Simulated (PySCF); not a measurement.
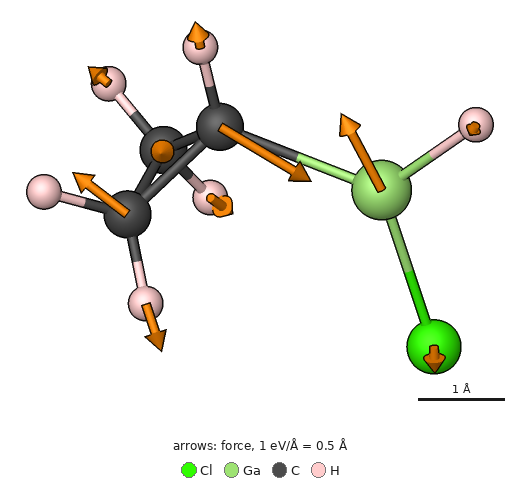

Starting geometry of C3H6ClGa with the computed forces as orange arrows. A ball-and-stick model, seen at a tilt.

The start comes from GFN2-xTB. Its atoms were then displaced at random by about 0.01 Å.

Theory: PBE0-D3(BJ)/def2-SVP geometry optimisation, gas phase (PySCF 2.14.0, density-fitted response routines). 

Question: What follows when this structure is relaxed?

Answer: It isn't relaxed: the largest force vector, on a C atom, is 2.51 eV/Å. The final displacements have little in common with the starting forces (cosine between the two patterns 0.27). The largest move after the best rigid fit is that of the Cl atom, 0.31 Å. Largest moves by element: Cl 0.31 Å, Ga 0.16 Å, H 0.09 Å, C 0.05 Å. Near-neighbour distances that change, for instance: C–Ga 2.040 → 1.931 Å, Cl–Ga 2.113 → 2.171 Å, Ga–H 1.594 → 1.558 Å, C–H 1.063 → 1.094 Å. Bond angles that change, for instance: C–Ga–H 122.3° → 134.3°, Cl–Ga–C 121.7° → 110.5°, C–C–H 121.3° → 118.2°. After 16 geometry steps the energy has fallen by 23.3 kJ/mol.
